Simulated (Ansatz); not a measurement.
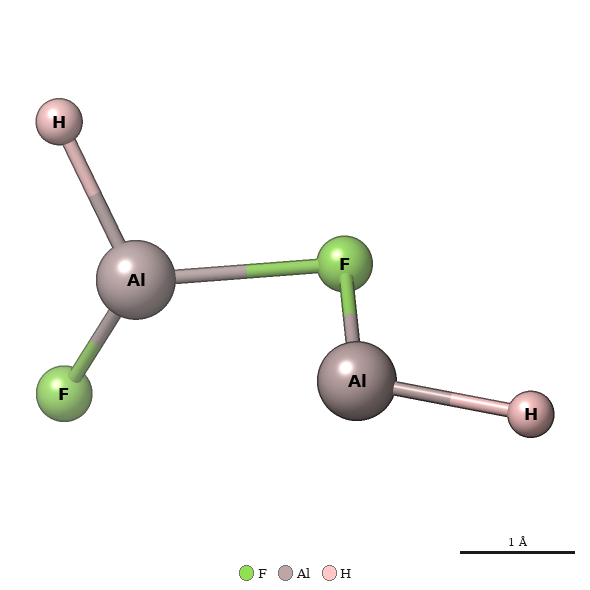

Atoms fade into the background with distance from the viewer. Computed geometry: PBE0-D4/def2-TZVP optimisation. No frequency run is at hand to confirm it as a minimum. Masses are those of the most abundant isotopes; constants are for the rigid equilibrium geometry.

### Classify the rotor and give the rotational constants (MHz).

An asymmetric top (C1): A = 9879, B = 2672, C = 2535 MHz. Ray's parameter κ is −0.96, close to the prolate limit.
